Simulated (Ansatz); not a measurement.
Take SiS2 (space group Ibam, No. 72; a = 5.803 Å, b = 9.892 Å, c = 5.546 Å; made of chains) as the base.

Perturbation: a hydrostatic pressure of 30 GPa.

Method: r2SCAN/PAW in Ansatz (a program for electronic structure), scalar-relativistic without spin-orbit coupling.

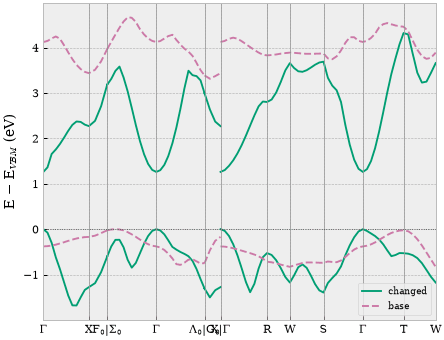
Figure: Highest valence and lowest conduction band along the path, each from its own valence-band maximum

The gap is 1.26 eV, direct at Γ; the base has 3.31 eV.

Load acts through the strain it causes; cell and atoms are relaxed under it. No phonon test of stability was made. No other phases were tried under pressure. No dispersion term is included, though the crystal is made of layers, chains or molecules, so its spacings can come out too wide.
